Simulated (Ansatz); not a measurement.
# AlGa3P4: the cell at several levels of theory, part 1 of 2

How does the equilibrium cell of AlGa3P4 as one 8-atom ordering (I-42m) on the zincblende lattice depend on the functional? It is relaxed with PBE and r2SCAN. This is a trial cell built on a prototype, not taken from a measured structure, and it needn't be the compound's ground state.

Program: Ansatz 0.2.0. PAW datasets, plane waves, zero pressure. The cell comes from a prototype generator: it can be a known phase or a hypothetical one. Spin polarisation is off.

## Step 1: The system as given

This is the cell as the run starts from it, not yet at rest; its lengths are not the crystal's.

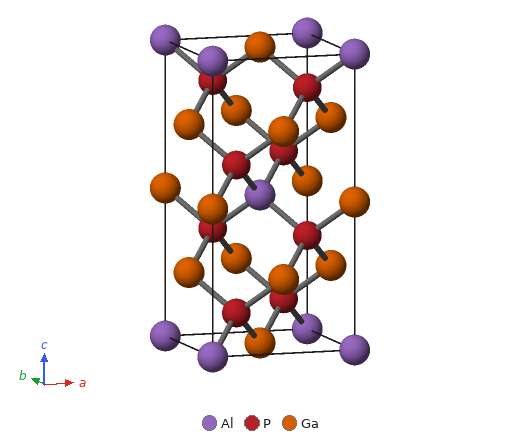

View slightly off an axis; aluminium purple, phosphorus red, gallium orange. The conventional cell is drawn.

The structure in full:

```xyz
8
Lattice="-2.5967 2.5967 5.1934 2.5967 -2.5967 5.1934 2.5967 2.5967 -5.1934" Properties=species:S:1:pos:R:3 pbc="T T T"
Al    0.0000    0.0000    0.0000
P     1.2983    1.2983    1.2983
Ga    0.0000    2.5967    2.5967
P     1.2983   -1.2983    3.8950
Ga    0.0000    0.0000    5.1934
P     1.2983    1.2983    6.4917
Ga    2.5967    0.0000    2.5967
P    -1.2983    1.2983    3.8950
```

## Step 2: PBE: cell and atoms

Input file input.yaml:

```yaml
crystal:
  lattice:
    - [-2.5966905707, 2.5966905707, 5.1933811414]
    - [2.5966905707, -2.5966905707, 5.1933811414]
    - [2.5966905707, 2.5966905707, -5.1933811414]
  atoms:
    - { symbol: Al, position: [0.0, 0.0, 0.0] }
    - { symbol: P, position: [0.375, 0.375, 0.5] }
    - { symbol: Ga, position: [0.75, 0.25, 0.5] }
    - { symbol: P, position: [0.125, 0.625, 0.0] }
    - { symbol: Ga, position: [0.5, 0.5, 0.0] }
    - { symbol: P, position: [0.875, 0.875, 0.5] }
    - { symbol: Ga, position: [0.25, 0.75, 0.5] }
    - { symbol: P, position: [0.625, 0.125, 0.0] }
kpoints:
  mp_grid: { grid: [6, 6, 6] }
hamiltonian:
  xc: pbe
scf:
  occupations: { method: fermi_dirac, width: 0.02 }
relax:
  f_tol: 0.005
  cell: {}
```

Run with:

```
$ ansatz run input.yaml --threads 2 --pin off --max-ram 18432MiB --backend cpu --events-out ev --progress --plain --runs-dir out
```

The program printed:

```text
Engine: ansatz 0.2.0, x86_64-unknown-linux-gnu
Pseudopotentials: kind: paw
Pseudopotential: Al, paw, valence charge 3, recommended cutoff 420 eV (normal), Al.paw.azcp
Pseudopotential: P, paw, valence charge 5, recommended cutoff 420 eV (normal), P.paw.azcp
Pseudopotential: Ga, paw, valence charge 13, recommended cutoff 420 eV (normal), Ga.paw.azcp
Functional definition: PBE
  parameter kappa = 0.804
  parameter beta = 0.06672455060314922
  exchange = pbe_x(kappa = kappa, mu = beta*pi^2/3)
  correlation = pbe_c(beta = beta)
Crystal: 8 atoms, lattice volume = 140.072 Å³
Basis set: ecut = 420 eV, 2793 PW (Γ), exchange–correlation on 90×90×90 points (8 copies of the dense FFT grid, shifted against one another)
Bands: 39, of which v1, the nominal top of the filled ones, is band 31 counted from 1 (30 counted from 0)
Symmetry: 8 space group operations
Space group: I-42m (ITA 121), of the structure as read, at distance tolerance 5.2e-5 Å
k-points: 30 of 216 (time reversal used)
Non-local potential: Al, projectors of the file, l = 0: 2, l = 1: 2, l = 2: 1
Non-local potential: P, projectors of the file, l = 0: 2, l = 1: 2, l = 2: 2
Non-local potential: Ga, projectors of the file, l = 0: 2, l = 1: 2, l = 2: 3, l = 3: 1
PAW form: soft (Blöchl's): semilocal exchange-correlation on the pseudo side does not see the compensation charge
PAW one-centre angular grid: Al, 110 points (default); XC on 64 Gauss nodes
PAW one-centre angular grid: P, 110 points (default); XC on 64 Gauss nodes
PAW one-centre angular grid: Ga, 590 points (default); XC on 64 Gauss nodes
Initial density: superposition of atomic densities (neutral atoms: chi_scale 0, normalization atom), corrected by the library's trained network
Initial wavefunctions: pseudopotential atomic-orbital guess
Functional: x = pbe(κ = 0.804, μ = 0.2195149727645171), c = pbe(β = 0.06672455060314922)
SCF iter   1: F=—  HF=-14911.649344 eV  |F-HF|=—  |Δ(HF+E_count)|=         —  Δρ=1.53e-3  dr2=3.32e-3  ethr=1.77e-3  ⟨swp⟩=9.2  Hψ=5694  notcnv=0
preconditioner: auto → Resta (q_TF=auto, 2.382 Å⁻¹)  ε∞=4.2  [insulator: Δε(μ)=1.291 eV  Ē_g=13.730 eV  σ=0.020 eV  W_gap=1.00  n_scr=30 (ndim 8)  ℏωp=24.7 eV  f_vac=0.000  D(μ)=0.00/eV (n_scr^D=0)  ε∞_Penn≈4.2]
SCF iter   2: F=—  HF=-14911.649655 eV  |F-HF|=—  |Δ(HF+E_count)|=   3.11e-4  Δρ=8.74e-4  dr2=9.70e-4  ethr=5.36e-6  ⟨swp⟩=2.9  Hψ=2683  notcnv=0  defer=75
SCF iter   3: F=—  HF=-14911.649684 eV  |F-HF|=—  |Δ(HF+E_count)|=   2.87e-5  Δρ=2.49e-4  dr2=1.05e-4  ethr=1.56e-6  ⟨swp⟩=2.0  Hψ=2030  notcnv=0  defer=75
SCF iter   4: F=—  HF=-14911.649637 eV  |F-HF|=—  |Δ(HF+E_count)|=   4.63e-5  Δρ=9.56e-5  dr2=1.93e-5  ethr=1.70e-7  ⟨swp⟩=2.0  Hψ=2021  notcnv=0  defer=75
SCF iter   5: F=—  HF=-14911.649658 eV  |F-HF|=—  |Δ(HF+E_count)|=   2.03e-5  Δρ=5.62e-5  dr2=5.47e-6  ethr=3.12e-8  ⟨swp⟩=2.0  Hψ=2019  notcnv=0  defer=75
SCF iter   6: F=—  HF=-14911.649662 eV  |F-HF|=—  |Δ(HF+E_count)|=   4.56e-6  Δρ=1.77e-5  dr2=6.83e-7  ethr=8.82e-9  ⟨swp⟩=2.2  Hψ=1749  notcnv=0  defer=75
SCF iter   7: F=-14911.649663 eV  HF=-14911.649663 eV  |F-HF|=8.10e-9  |Δ(HF+E_count)|=   7.12e-7  Δρ=5.26e-6  dr2=4.69e-8  ethr=1.61e-10  ⟨swp⟩=3.7  Hψ=4711  notcnv=0
SCF 1 converged in 7 iterations: F = -14911.649663 eV  dr2 = 4.69e-8
relax step   1: F+E_penalty+E_count = -14911.64966305 eV  Δ(F+E_penalty+E_count) = +0.000e0 eV  max|allowed force component| = 2.013e-2 eV/Å  Δτ_max = 0.0000 Å  P = +20.215 GPa  Ω = 140.072 Å³  (7 SCF iters, dr2 threshold 1.00e-7 eV, accepted)
Crystal: 8 atoms, lattice volume = 157.426 Å³
Basis set: ecut = 420 eV, 3067 PW (Γ), exchange–correlation on 90×90×90 points (8 copies of the dense FFT grid, shifted against one another)
Initial density: handed on by an earlier stage of this run
Initial wavefunctions: those handed on with the density
iter 1 solved again at ethr=1.98e-4 eV; its pass at ethr=3.10e-3 eV (dr2=1.23e-1 eV) is discarded
SCF iter   1: F=—  HF=-14912.972028 eV  |F-HF|=—  |Δ(HF+E_count)|=         —  Δρ=7.11e-3  dr2=1.24e-1  ethr=1.98e-4  ⟨swp⟩=2.2  Hψ=7627  notcnv=0
preconditioner: auto → Resta (q_TF=auto, 2.336 Å⁻¹)  ε∞=4.0  [insulator: Δε(μ)=1.526 eV  Ē_g=13.362 eV  σ=0.020 eV  W_gap=1.00  n_scr=36 (ndim 8)  ℏωp=23.3 eV  f_vac=0.010  D(μ)=0.00/eV (n_scr^D=0)  ε∞_Penn≈4.0]
SCF iter   2: F=—  HF=-14912.946487 eV  |F-HF|=—  |Δ(HF+E_count)|=   2.55e-2  Δρ=3.72e-3  dr2=3.19e-2  ethr=1.98e-4  ⟨swp⟩=3.1  Hψ=1817  notcnv=0
SCF iter   3: F=—  HF=-14912.946120 eV  |F-HF|=—  |Δ(HF+E_count)|=   3.67e-4  Δρ=1.34e-3  dr2=2.57e-3  ethr=5.15e-5  ⟨swp⟩=3.0  Hψ=2417  notcnv=0
SCF iter   4: F=—  HF=-14912.946091 eV  |F-HF|=—  |Δ(HF+E_count)|=   2.90e-5  Δρ=5.92e-4  dr2=7.39e-4  ethr=4.14e-6  ⟨swp⟩=2.1  Hψ=2344  notcnv=0
SCF iter   5: F=—  HF=-14912.946494 eV  |F-HF|=—  |Δ(HF+E_count)|=   4.03e-4  Δρ=1.90e-4  dr2=6.94e-5  ethr=1.19e-6  ⟨swp⟩=2.0  Hψ=2092  notcnv=0
SCF iter   6: F=—  HF=-14912.946604 eV  |F-HF|=—  |Δ(HF+E_count)|=   1.10e-4  Δρ=3.44e-5  dr2=1.42e-6  ethr=1.12e-7  ⟨swp⟩=3.0  Hψ=2109  notcnv=0
SCF iter   7: F=-14912.946608 eV  HF=-14912.946608 eV  |F-HF|=4.41e-8  |Δ(HF+E_count)|=   4.10e-6  Δρ=5.65e-6  dr2=4.49e-8  ethr=1.29e-9  ⟨swp⟩=5.0  Hψ=4443  notcnv=0
SCF 2 converged in 7 iterations: F = -14912.946608 eV  dr2 = 4.49e-8
relax step   2: F+E_penalty+E_count = -14912.94660806 eV  Δ(F+E_penalty+E_count) = -1.297e0 eV  max|allowed force component| = 1.839e-2 eV/Å  Δτ_max = 0.0008 Å  P = +5.219 GPa  Ω = 157.426 Å³  energy of the carried Pulay correction = -5.324e-3 eV  (7 SCF iters, dr2 threshold 8.00e-7 eV, accepted)
Crystal: 8 atoms, lattice volume = 164.513 Å³
Basis set: ecut = 420 eV, 3195 PW (Γ), exchange–correlation on 90×90×90 points (8 copies of the dense FFT grid, shifted against one another)
iter 1 solved again at ethr=2.27e-5 eV; its pass at ethr=3.10e-3 eV (dr2=1.41e-2 eV) is discarded
SCF iter   1: F=—  HF=-14913.084454 eV  |F-HF|=—  |Δ(HF+E_count)|=         —  Δρ=2.35e-3  dr2=1.43e-2  ethr=2.27e-5  ⟨swp⟩=2.9  Hψ=7426  notcnv=0
preconditioner: auto → Resta (q_TF=auto, 2.319 Å⁻¹)  ε∞=4.0  [insulator: Δε(μ)=1.639 eV  Ē_g=13.165 eV  σ=0.020 eV  W_gap=1.00  n_scr=36 (ndim 8)  ℏωp=22.8 eV  f_vac=0.004  D(μ)=0.00/eV (n_scr^D=0)  ε∞_Penn≈4.0]
SCF iter   2: F=—  HF=-14913.081559 eV  |F-HF|=—  |Δ(HF+E_count)|=   2.90e-3  Δρ=1.27e-3  dr2=3.88e-3  ethr=2.27e-5  ⟨swp⟩=3.0  Hψ=1841  notcnv=0
SCF iter   3: F=—  HF=-14913.081410 eV  |F-HF|=—  |Δ(HF+E_count)|=   1.49e-4  Δρ=3.72e-4  dr2=2.49e-4  ethr=6.26e-6  ⟨swp⟩=2.7  Hψ=2020  notcnv=0
SCF iter   4: F=—  HF=-14913.081503 eV  |F-HF|=—  |Δ(HF+E_count)|=   9.29e-5  Δρ=2.21e-4  dr2=7.91e-5  ethr=4.02e-7  ⟨swp⟩=2.0  Hψ=2100  notcnv=0
SCF iter   5: F=—  HF=-14913.081500 eV  |F-HF|=—  |Δ(HF+E_count)|=   3.71e-6  Δρ=6.89e-5  dr2=7.24e-6  ethr=1.28e-7  ⟨swp⟩=2.0  Hψ=2091  notcnv=0
SCF iter   6: F=-14913.081513 eV  HF=-14913.081513 eV  |F-HF|=2.25e-7  |Δ(HF+E_count)|=   1.32e-5  Δρ=1.55e-5  dr2=2.08e-7  ethr=1.29e-9  ⟨swp⟩=4.0  Hψ=5508  notcnv=0
SCF 3 converged in 6 iterations: F = -14913.081513 eV  dr2 = 2.08e-7
relax step   3: F+E_penalty+E_count = -14913.08151306 eV  Δ(F+E_penalty+E_count) = -1.349e-1 eV  max|allowed force component| = 7.846e-3 eV/Å  Δτ_max = 0.0021 Å  P = +1.115 GPa  Ω = 164.513 Å³  energy of the carried Pulay correction = -7.325e-3 eV  (6 SCF iters, dr2 threshold 8.00e-7 eV, accepted)
[... 10 lines left out ...]
relax step   4: F+E_penalty+E_count = -14913.08861509 eV  Δ(F+E_penalty+E_count) = -7.102e-3 eV  max|allowed force component| = 1.886e-3 eV/Å  Δτ_max = 0.0011 Å  P = +0.094 GPa  Ω = 166.551 Å³  energy of the carried Pulay correction = -7.884e-3 eV  (5 SCF iters, dr2 threshold 8.00e-7 eV, accepted)
[... 9 lines left out ...]
relax step   5: F+E_penalty+E_count = -14913.08862266 eV  Δ(F+E_penalty+E_count) = -7.570e-6 eV  max|allowed force component| = 3.200e-4 eV/Å  Δτ_max = 0.0002 Å  P = +0.003 GPa  Ω = 166.741 Å³  energy of the carried Pulay correction = -7.936e-3 eV  (5 SCF iters, dr2 threshold 2.21e-8 eV, accepted)
[... 13 lines left out ...]
relax step   6: F+E_penalty+E_count = -14913.10490490 eV  Δ(F+E_penalty+E_count) = -1.628e-2 eV  max|allowed force component| = 2.049e-4 eV/Å  Δτ_max = 0.0000 Å  P = +0.136 GPa  Ω = 166.741 Å³  stress off target by 1.36e-1 GPa  SCF on the basis re-selected at this cell (its energy is not comparable with the rows above)  (8 SCF iters)
[... 10 lines left out ...]
relax step   7: F+E_penalty+E_count = -14913.10496362 eV  Δ(F+E_penalty+E_count) = -5.872e-5 eV  max|allowed force component| = 3.988e-4 eV/Å  Δτ_max = 0.0001 Å  P = +0.003 GPa  Ω = 167.024 Å³  energy of the carried Pulay correction = -6.380e-5 eV  (5 SCF iters, dr2 threshold 4.64e-8 eV, accepted)
iter 1 solved again at ethr=8.57e-7 eV; its pass at ethr=3.10e-3 eV (dr2=5.31e-4 eV) is discarded
SCF iter   1: F=—  HF=-14913.104971 eV  |F-HF|=—  |Δ(HF+E_count)|=         —  Δρ=2.66e-6  dr2=1.31e-8  ethr=8.57e-7  ⟨swp⟩=3.2  Hψ=8438  notcnv=0
eigensolver tolerance schedule: the retry pair's looser diagonalisation over-reported the residual by 40470.37 of it (diagonalisation noise at an unbounded share of the residual, at the tolerance the schedule requests for it); recorded, not acted on — ethr = c·dr2/N_el stays at c = 1.0e-1
preconditioner: auto → Resta (q_TF=auto, 2.313 Å⁻¹)  ε∞=4.0  [insulator: Δε(μ)=1.631 eV  Ē_g=13.103 eV  σ=0.020 eV  W_gap=1.00  n_scr=36 (ndim 8)  ℏωp=22.6 eV  f_vac=0.001  D(μ)=0.00/eV (n_scr^D=0)  ε∞_Penn≈4.0]
SCF iter   2: F=—  HF=-14913.104995 eV  |F-HF|=—  |Δ(HF+E_count)|=   2.40e-5  Δρ=2.65e-6  dr2=8.44e-9  ethr=2.12e-11  ⟨swp⟩=4.0  Hψ=3364  notcnv=0
SCF iter   3: F=—  HF=-14913.104995 eV  |F-HF|=—  |Δ(HF+E_count)|=  2.51e-10  Δρ=1.61e-6  dr2=3.44e-9  ethr=1.36e-11  ⟨swp⟩=2.0  Hψ=1644  notcnv=0
SCF iter   4: F=—  HF=-14913.104995 eV  |F-HF|=—  |Δ(HF+E_count)|=   5.54e-9  Δρ=4.69e-7  dr2=6.90e-10  ethr=5.55e-12  ⟨swp⟩=3.0  Hψ=2324  notcnv=0
SCF iter   5: F=—  HF=-14913.104995 eV  |F-HF|=—  |Δ(HF+E_count)|=  3.89e-10  Δρ=5.35e-7  dr2=4.33e-10  ethr=1.11e-12  ⟨swp⟩=3.0  Hψ=2403  notcnv=0
SCF iter   6: F=-14913.104995 eV  HF=-14913.104995 eV  |F-HF|=3.27e-11  |Δ(HF+E_count)|=  1.40e-10  Δρ=1.58e-7  dr2=4.23e-11  ethr=1.00e-12  ⟨swp⟩=3.0  Hψ=4741  notcnv=0
SCF 8 converged in 6 iterations: F = -14913.104995 eV  dr2 = 4.23e-11
relax step   8: F+E_penalty+E_count = -14913.10499454 eV  Δ(F+E_penalty+E_count) = -3.092e-5 eV  max|allowed force component| = 3.967e-4 eV/Å  Δτ_max = 0.0000 Å  P = +0.003 GPa  Ω = 167.024 Å³  stress off target by 3.31e-3 GPa  SCF on the basis re-selected at this cell (its energy is not comparable with the rows above)  (6 SCF iters)
basis re-selected at this cell: Δ(F+E_penalty+E_count) = -3.092e-5 eV, ΔP = +0.000 GPa vs the last step (what re-selecting the basis moved, of the pressure what is left beyond the Pulay correction that the steps carried, after the strain that the cell walked since its last selection, with what the two solves' SCF thresholds leave and, on support functions, any second-order correction that the steps lacked; it is no measure of the basis error at this ecutwfc). This SCF's stress stands 3.31e-3 GPa from its target on what of the cell is left free (relax.cell.stress_tol is 5.00e-2 GPa) and its largest allowed force component is 3.97e-4 eV/Å (relax.f_tol is 5.00e-3 eV/Å): within both
SCF converged after 6 iterations
Free energy (F): -14913.104995 eV
Harris-Foulkes:  -14913.104995 eV  (|F-HF|=3.27e-11)
Internal energy: -14913.104995 eV  (E = F + TS)
E sigma→0 (E₀):  -14913.104995 eV
Fermi energy:    7.033291 eV
--- Per-component energies (eV) ---
  E_band       = -199.621830
  E_kinetic    = 649.157499
  E_local      = -7182.519981  (includes V_loc(G=0)·N_el)
  E_nonlocal   = 1421.166738
  E_hartree    = 3313.595387
  E_xc         = -492.067319
  E_vxc        = -444.763243  (∫ρ·V_xc dr)
  E_paw        = -8712.789476  (= ΣΔE_a)
  E_vpaw       = -1269.853651  (= ΣTr[D̂ρ^β])
  E_aug_tail   = -0.000276  (compensation charges beyond the density's cutoff)
  E_ewald      = -3909.647567
  E_smearing   = -0.000000  (= −TS)
  E_closure    = -0.000000  (closes the sum)
  Σ components = -14913.104995   (vs F -14913.104995, Δ=0.00e0)
--- Forces (eV/Å), atoms counted from 1 ---
  atom   1  Al     0.00000000    -0.00000000    -0.00000000
  atom   2  P      0.00039673     0.00039673     0.00001773
  atom   3  Ga     0.00000000    -0.00000000    -0.00000000
  atom   4  P     -0.00039673     0.00039673    -0.00001773
  atom   5  Ga     0.00000000    -0.00000000    -0.00000000
  atom   6  P     -0.00039673    -0.00039673     0.00001773
  atom   7  Ga     0.00000000    -0.00000000    -0.00000000
  atom   8  P      0.00039673    -0.00039673    -0.00001773
  max |Σ_I F_I| component: 1.39e-17 eV/Å
--- Stress (GPa, compression-positive) ---
        0.003044      -0.000000      -0.000000
       -0.000000       0.003044       0.000000
       -0.000000       0.000000       0.003306
  P = ⅓ Tr σ = 0.0031 GPa (0.031 kbar)
--- Relaxed structure (6 steps of the walk, 6 accepted, 2 SCFs on fresh bases) ---
  F+E_penalty+E_count = -14913.10499454 eV   max|allowed force component| = 3.967e-4 eV/Å   (the final SCF, on the basis selected at the relaxed cell)
  cell:  # Å, volume = 167.0235 Å³
    - [-2.7535709762190437, 2.753570976219044, 5.507126940632984]
    - [2.7535709762190437, -2.753570976219044, 5.507126940632984]
    - [2.7535709762190437, 2.753570976219044, -5.507126940632984]
  atoms:
    - { symbol: Al, position: [-6.64626601838585e-21, 1.4271123352385526e-21, -2.8542246704701425e-21] }
    - { symbol: P, position: [0.3743426405748218, 0.37434264057482175, 0.4992036593495049] }
    - { symbol: Ga, position: [0.75, 0.24999999999999997, 0.5] }
    - { symbol: P, position: [0.12486101877468297, 0.625657359425178, -1.1102230246251565e-16] }
    - { symbol: Ga, position: [0.49999999999999994, 0.49999999999999994, -2.854224670475036e-21] }
    - { symbol: P, position: [0.8751389812253169, 0.8751389812253167, 0.500796340650495] }
    - { symbol: Ga, position: [0.24999999999999997, 0.7499999999999999, 0.49999999999999994] }
    - { symbol: P, position: [0.6256573594251782, 0.12486101877468309, 1.1102230246251565e-16] }
```

Run time: 42 s. Hardware: 2 threads of AMD EPYC 7R13 (Zen 3), shared host; peak memory 0.67 GiB.

The path of the relaxation:

```
step  energy change (meV/atom)  largest force (eV/Å)  pressure (GPa)  volume (Å³/atom)
   1                       0.0                0.0201           20.22            17.509
   2                    -162.1                0.0184            5.22            19.678
   3                    -179.0                0.0078            1.11            20.564
   4                    -179.9                0.0019            0.09            20.819
   5                    -179.9                0.0003            0.00            20.843
   6                    -181.9                0.0002            0.14            20.843
   7                    -181.9                0.0004            0.00            20.878
   8                    -181.9                0.0004            0.00            20.878
```

Step 6 solves the same cell on a plane-wave basis chosen anew, so the energy can jump there without a move.

The table lists every geometry solved, with passes on a fresh basis, whose energies don't compare exactly with the rows above.

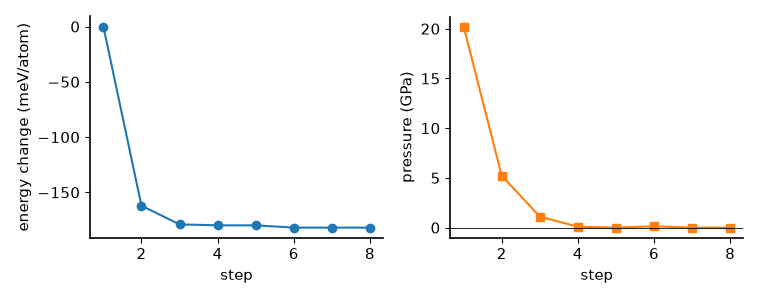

Energy and pressure along the relaxation.

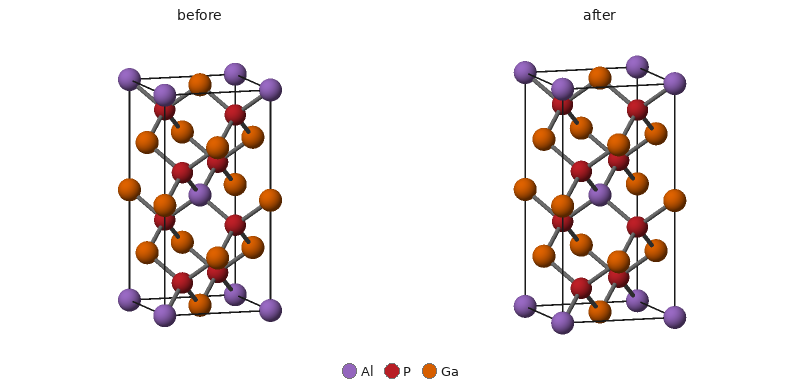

Start and end of the relaxation side by side.

|  | before | after | change |
| --- | --- | --- | --- |
| a (Å) | 5.193 | 5.507 | +6.04 % |
| c (Å) | 10.387 | 11.014 | +6.04 % |
| volume (Å³/atom) | 17.509 | 20.878 | +19.24 % |
| shortest distance (Å) | 2.249 | 2.380 | +5.86 % |
| space group | I-42m | I-42m | same |

(Continued in part 2 of 2.)
